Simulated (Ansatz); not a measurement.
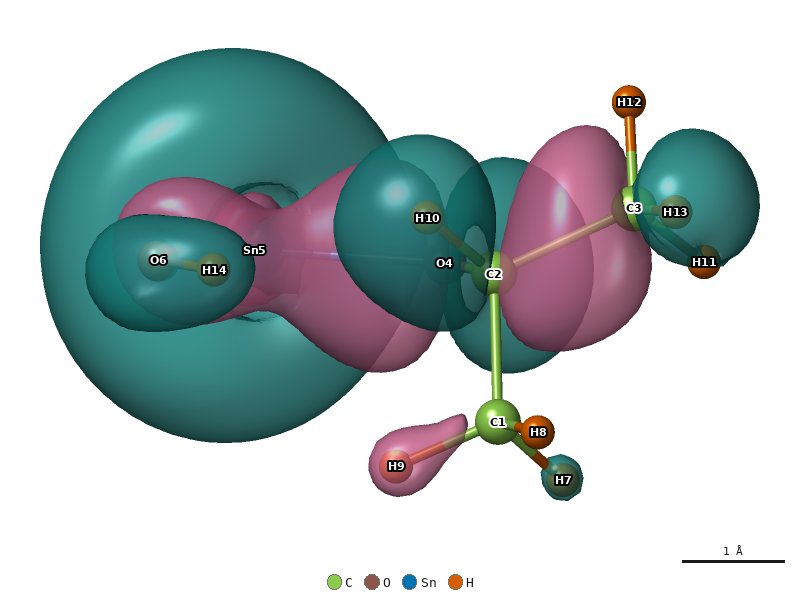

C₃H₈O₂Sn. The HOMO at ±0.06 Å⁻³ᐟ² (teal and pink are the two phases), seen at a tilt.

Geometry: PBE0-D4/def2-TZVP; core potentials replace the inner electrons of Sn.

Level of theory: RKS PBE0-D4/def2-TZVPP (Ansatz).

Input file:

```
crystal:
  periodic: [false, false, false]
  atoms:
    - {symbol: C, position_ang: [0.575899, -0.088726, 1.213655]}
    - {symbol: C, position_ang: [-0.050204, -0.231951, -0.162915]}
    - {symbol: C, position_ang: [-0.175057, -1.685133, -0.578066]}
    - {symbol: O, position_ang: [-1.333099, 0.348601, -0.177371]}
    - {symbol: Sn, position_ang: [-1.847829, 2.231014, -0.514076]}
    - {symbol: O, position_ang: [-0.048128, 3.012515, -0.792735]}
    - {symbol: H, position_ang: [-0.058600, -0.571359, 1.961210]}
    - {symbol: H, position_ang: [1.565782, -0.551139, 1.247368]}
    - {symbol: H, position_ang: [0.682266, 0.964726, 1.486015]}
    - {symbol: H, position_ang: [0.604538, 0.270653, -0.895799]}
    - {symbol: H, position_ang: [-0.810400, -2.221345, 0.131220]}
    - {symbol: H, position_ang: [-0.629618, -1.760279, -1.567478]}
    - {symbol: H, position_ang: [0.803757, -2.170808, -0.606641]}
    - {symbol: H, position_ang: [0.707692, 2.424130, -0.715685]}
basis:
  gaussian: {orbitals: def2-TZVPP}
hamiltonian: {xc: pbe0, dispersion: d4}
output: {orbitals: {seedname: orbitals}}
```

Run with:

```sh
ansatz run in.yaml --threads 4 --pin off --events-out ev --progress --plain --max-ram 11315MiB
```

> Where does this orbital lie, and at what energy?

It lies mainly on Sn5 (about 50 %), O4 (about 30 %) and C2 (about 5 %). Its energy is −7.57 eV.
